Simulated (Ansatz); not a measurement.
# singlet Si2NH5F+ at 6 levels

We compute a comparison of 6 runs (HF/3-21G, B3LYP/6-31G*, BLYP/6-31G*, revPBE/6-31G*, RPA@PBE/6-31G*, CCSD/6-31G*) of singlet Si2NH5F+. 

The calculation is run with Ansatz 0.2.0.

74 further runs of the same task are left out: 74 set aside as unsound or not needed.

### Step 1. Starting point

Si2NH5F+: 9 atoms, total charge +1, spin state singlet. As SMILES of the parent species, `F[SiH2]N[SiH2]`. Geometry: relaxed at PBE0-D4/def2-TZVP. This is one conformer, not always the lowest. That shape belongs to the parent species and isn't relaxed for this state.

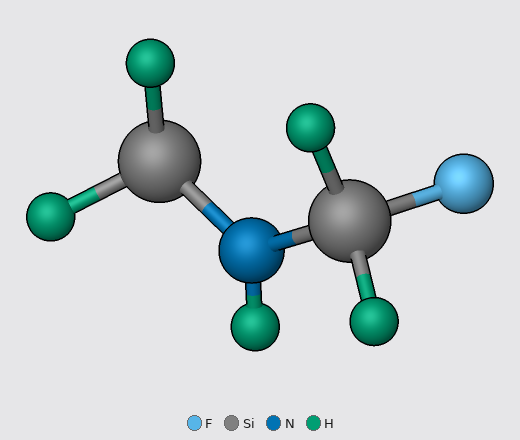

The structure, seen from a chosen angle (fluorine blue, silicon grey, nitrogen blue, hydrogen teal).

### Step 2. A single-point energy at HF/3-21G (run 1)

job.yaml reads:

```yaml
crystal:
  periodic: [false, false, false]
  atoms:
    - symbol: F
      position_ang: [-1.778200, 1.208900, -1.181800]
    - symbol: Si
      position_ang: [-0.288000, 1.123600, -0.604900]
    - symbol: N
      position_ang: [0.241500, -0.491400, -0.403000]
    - symbol: Si
      position_ang: [0.023600, -1.533600, 0.967900]
    - symbol: H
      position_ang: [0.576300, 1.799100, -1.598800]
    - symbol: H
      position_ang: [-0.302800, 1.779800, 0.718800]
    - symbol: H
      position_ang: [0.600400, -0.942200, -1.234500]
    - symbol: H
      position_ang: [-0.246300, -0.650000, 2.136200]
    - symbol: H
      position_ang: [1.261800, -2.340700, 1.182700]
basis:
  gaussian:
    orbitals: 3-21G.json
total_charge: 1
hamiltonian:
  xc: hf
accuracy: high
output: {orbitals: {seedname: orbitals}}
```

The basis set 3-21G is read from a file made from the Basis Set Exchange's data (not shown).

Run with:

```console
ansatz run job.yaml --threads 1 --pin off --max-ram 3480MiB --events-out events.jsonl --progress --plain --runs-dir runs
```

What it wrote:

```text
Warning: RAYON_NUM_THREADS=1 ignored (pool sized by the plan → 1); use --threads N
Functional definition: HF
  name "HF"
  exchange = exact_x
  correlation = 0
1273 factors; integrals over basis functions are off by at most 4.0e-9 eV
mean field evaluation 1: about -19872.9491 eV, gradient 5.5e1 eV
mean field evaluation 2: about -19873.2628 eV, gradient 5.6e1 eV
mean field evaluation 4: about -19878.9108 eV, gradient 3.0e0 eV
mean field evaluation 8: about -19878.9800 eV, gradient 2.7e-1 eV
mean field evaluation 16: about -19878.9808 eV, gradient 2.6e-8 eV
mean field -19878.98078342 eV, -730.5390693337 hartree, gradient 2.9e-8 eV, S^2 0.000000; 0 other end points of the search recorded, 0 dependent functions left out
reference -19878.98078342 eV, -730.5390693337 hartree; 24, 24 occupied and 30, 30 virtual orbitals, 1273 factors
Total energy: -19878.98078342 eV, -730.5390693337 hartree
```

Wall time 0.7 s (1 thread of Arm Neoverse V2, shared host); peak memory 0.12 GiB.

### Step 3. A single-point energy at B3LYP/6-31G(d) (spherical functions) (run 2)

in.yaml reads:

```yaml
crystal:
  periodic: [false, false, false]
  atoms:
    - symbol: F
      position_ang: [-1.778200, 1.208900, -1.181800]
    - symbol: Si
      position_ang: [-0.288000, 1.123600, -0.604900]
    - symbol: "N"
      position_ang: [0.241500, -0.491400, -0.403000]
    - symbol: Si
      position_ang: [0.023600, -1.533600, 0.967900]
    - symbol: H
      position_ang: [0.576300, 1.799100, -1.598800]
    - symbol: H
      position_ang: [-0.302800, 1.779800, 0.718800]
    - symbol: H
      position_ang: [0.600400, -0.942200, -1.234500]
    - symbol: H
      position_ang: [-0.246300, -0.650000, 2.136200]
    - symbol: H
      position_ang: [1.261800, -2.340700, 1.182700]
basis:
  gaussian:
    orbitals: 6-31G_st_-spherical.json
output:
  orbitals: {seedname: orbitals}
accuracy: high
hamiltonian:
  xc: {name: B3LYP}
total_charge: 1
```

The basis set 6-31G* is read from a file made from the Basis Set Exchange's data (not shown).

Run with:

```console
ansatz run in.yaml --threads 1 --pin off --max-ram 3480MiB --events-out events.jsonl --progress --plain --runs-dir runs
```

What it wrote:

```text
Warning: RAYON_NUM_THREADS=1 ignored (pool sized by the plan → 1); use --threads N
Functional definition: B3LYP
  name "B3LYP"
  parameter a0 = 0.2
  parameter ax = 0.72
  parameter ac = 0.81
  exchange = (1 - a0 - ax)*slater_x + ax*b88_x + a0*exact_x
  correlation = (1 - ac)*vwn_rpa_c + ac*lyp_c
1685 factors; integrals over basis functions are off by at most 3.8e-9 eV
mean field evaluation 1: about -20020.3154 eV, gradient 9.2e1 eV
mean field evaluation 2: about -19953.3687 eV, gradient 1.8e2 eV
mean field evaluation 4: about -20036.6328 eV, gradient 7.1e0 eV
mean field evaluation 8: about -20036.9751 eV, gradient 6.6e-1 eV
mean field evaluation 16: about -20036.9766 eV, gradient 3.3e-5 eV
mean field -20036.97660093 eV, -736.3453085335 hartree, gradient 5.1e-8 eV, S^2 0.000000; 0 other end points of the search recorded, 0 dependent functions left out
reference -20036.97664298 eV, -736.3453100790 hartree; 24, 24 occupied and 50, 50 virtual orbitals, 1685 factors
Total energy: -20036.97664298 eV, -736.3453100790 hartree
```

Run time: 7.8 s. Hardware: 1 thread of Arm Neoverse V2, shared host; peak memory 0.24 GiB.

Runs 3 to 5 aren't shown in full; the table further down has their settings and results.

### Step 4. The energy at CCSD/6-31G(d) (spherical functions) (run 6)

Changes to job.yaml since step 2:

```diff
@@ -7,3 +7,3 @@
       position_ang: [-0.288000, 1.123600, -0.604900]
-    - symbol: N
+    - symbol: "N"
       position_ang: [0.241500, -0.491400, -0.403000]
@@ -23,7 +23,9 @@
   gaussian:
-    orbitals: 3-21G.json
+    orbitals: 6-31G_st_-spherical.json
 total_charge: 1
-hamiltonian:
-  xc: hf
+correlation:
+  method: ccsd
+  frozen_orbitals: {F: 1, H: 0, "N": 1, Si: 5}
 accuracy: high
-output: {orbitals: {seedname: orbitals}}
+scf:
+  omitted_lower_state_checks: [cluster_reference, increment]
```

The basis set 6-31G* is read from a file made from the Basis Set Exchange's data (not shown).

Run with:

```console
ansatz run job.yaml --threads 1 --pin off --max-ram 3480MiB --events-out events.jsonl --progress --plain --runs-dir runs
```

What it wrote, cut to the lines that bear on the results:

```text
Warning: RAYON_NUM_THREADS=1 ignored (pool sized by the plan → 1); use --threads N
[... 2 set-up lines as earlier in the session ...]
[...]
1685 factors; integrals over basis functions are off by at most 3.8e-9 eV
[...]
mean field -19984.39752807 eV, -734.4130632455 hartree, gradient 8.4e-8 eV, S^2 0.000000; 0 other end points of the search recorded, 0 dependent functions left out
12 core orbitals not correlated: weight in the atoms' cores, before any rotation towards them, 1.000 or more for the frozen orbitals, at most 0.000 for the correlated occupied ones
reference -19984.39752807 eV, -734.4130632455 hartree; 12, 12 occupied and 50, 50 virtual orbitals, 1685 factors
second order -13.21251396 eV of doubles, -0.00000000 eV of singles
cycle   1  -13.60099538 eV  change   -3.9e-1 eV  update   1.1e-1
[...]
cycle  26  -14.18829466 eV  change   3.5e-10 eV  update   1.4e-9
Total energy: -19998.58582273 eV, -734.9344734571 hartree
Checks for a lower state left out: cluster_reference, increment
```

Wall time 9.3 s (1 thread of Arm Neoverse V2, shared host); peak memory 0.31 GiB.

### Step 5. All runs side by side

```csv
run,level,frozen core orbitals,energy (Eh),HOMO energy (eV),LUMO energy (eV),HOMO–LUMO gap (eV),wall time
1,HF/3-21G,–,-730.539069,-17.32,-6.91,10.41,0.7 s
2,B3LYP/6-31G* (spherical functions),–,-736.345310,-13.67,-10.19,3.48,7.8 s
3,BLYP/6-31G* (spherical functions),–,-736.266919,-12.36,-10.60,1.76,6.3 s
4,revPBE/6-31G* (spherical functions),–,-736.127159,-12.44,-10.68,1.76,6.3 s
5,RPA@PBE/6-31G* (spherical functions),12,-735.165567,–,–,–,12 s
6,CCSD/6-31G* (spherical functions),12,-734.934473,–,–,–,9.3 s
```

### Step 6. Outcome

| quantity | value |
| --- | --- |
| run 6: total energy | -734.93447 Eh |
| run 6: correlation energy (12 core orbitals frozen) | -521.4 mEh |
| run 6: T1 diagnostic | 0.022 |

What this shows: Over runs 1, 2, 3, 4 the HOMO–LUMO gap runs from 1.76 eV (revPBE/6-31G*) to 10.41 eV (HF/3-21G). The two ends differ in method and basis. Totals of different functionals can't be ranked against each other. All runs together took 43 s, the longest 12 s.
